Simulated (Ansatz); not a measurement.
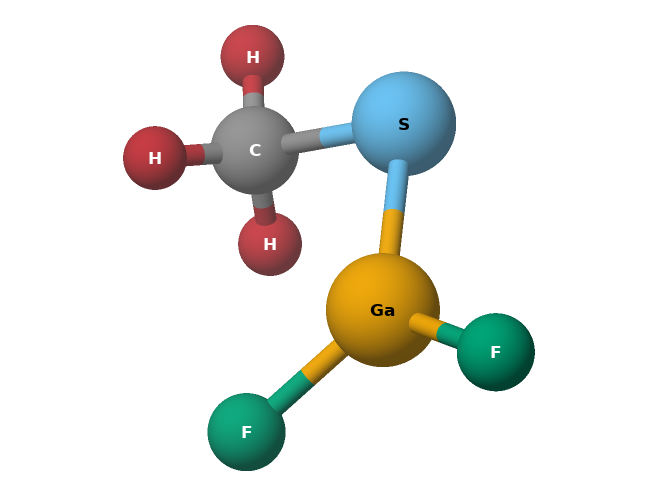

Rendered structure (ball-and-stick style). Every bond is drawn as one stick, whatever its order.

Computed geometry: PBE0-D4/def2-TZVP optimisation.

Question: What is the molecular formula?

Answer: CH3F2GaS, 8 atoms: 1 carbon, 3 hydrogen, 2 fluorine, 1 gallium and 1 sulfur.

Question: Give a SMILES string for it.

Answer: C[S][Ga]([F])[F]

Question: How many bonds of each kind are drawn?

Answer: 3 C–H, 2 F–Ga, 1 C–S, 1 Ga–S.

More results for the same structure follow; atom numbers are the same in all pictures, views and colours differ.

Geometry

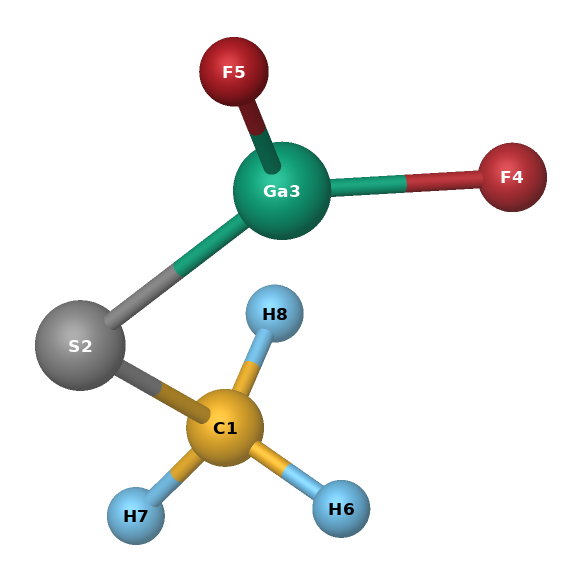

Atoms carry their numbers in the input.

Question: Describe the coordination of atom 2.

Answer: S2 has 2 neighbours (C1 at 1.82, Ga3 at 2.16 Å); the arrangement is bent.

Question: Describe the coordination of atom 1.

Answer: C1 has 4 neighbours (S2 at 1.82, H6 at 1.09, H7 at 1.09, H8 at 1.09 Å); the arrangement is tetrahedral.

Question: What is the geometry at Ga3?

Answer: Ga3 has 3 neighbours (S2 at 2.16, F4 at 1.74, F5 at 1.74 Å); the arrangement is trigonal planar.

Question: What is the dihedral angle C1–S2–Ga3–F5?

Answer: 180° in size, that is anti.

Electronic properties

Level of theory: RKS ωB97M-V/def2-TZVPP (Ansatz 0.2.0).

Question: Estimate the HOMO–LUMO gap.

Answer: 10.50 eV.

Question: What is the HOMO energy (Kohn–Sham orbital)?

Answer: −10.06 eV.

Question: What is the dipole moment?

Answer: 3.07 D.

Vibrations

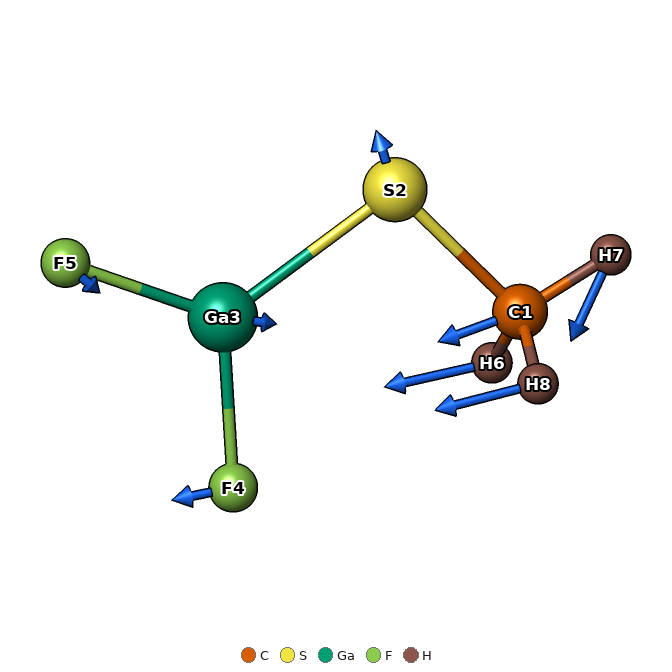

The arrows show one normal mode. Harmonic vibrations computed with RKS PBE0-D4/def2-TZVP (Ansatz 0.2.0) at a stationary point of the same level.

Question: What kind of motion is it?

Answer: Mostly angle bending.

Question: Estimate its harmonic wavenumber.

Answer: 213 cm⁻¹; it is mode 6 of 18 counted from the lowest.

Charges

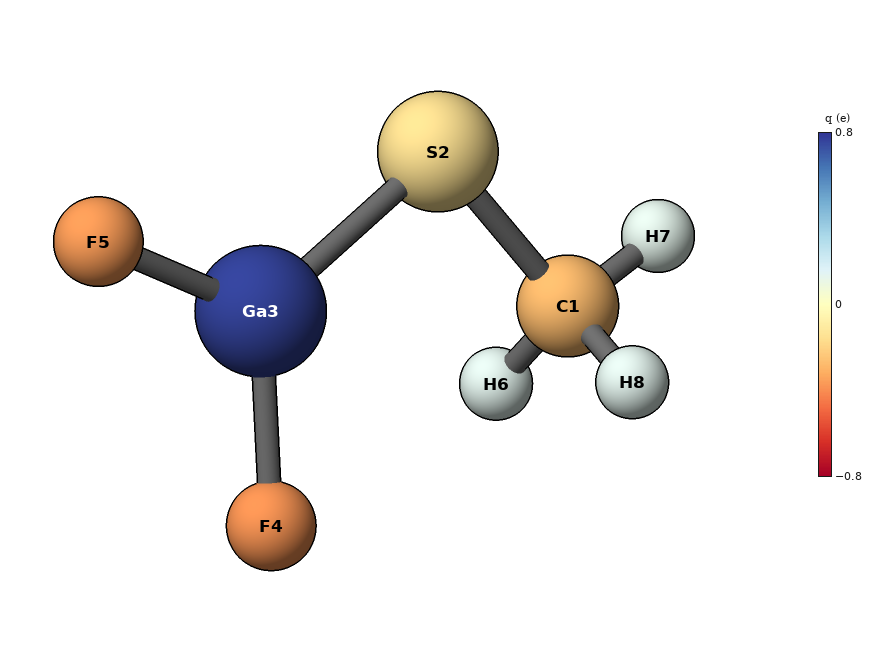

Atoms are coloured by their Mulliken charges. Level of theory: RKS B3LYP-D4/def2-TZVPP (Ansatz 0.2.0).

Give the Mulliken charges atom by atom.

```tsv
atom	value (e)
C1	−0.27
S2	−0.15
Ga3	0.76
F4	−0.38
F5	−0.36
H6	0.14
H7	0.13
H8	0.14
```

Mulliken values depend strongly on the basis set and can even reverse the polarity of a bond.
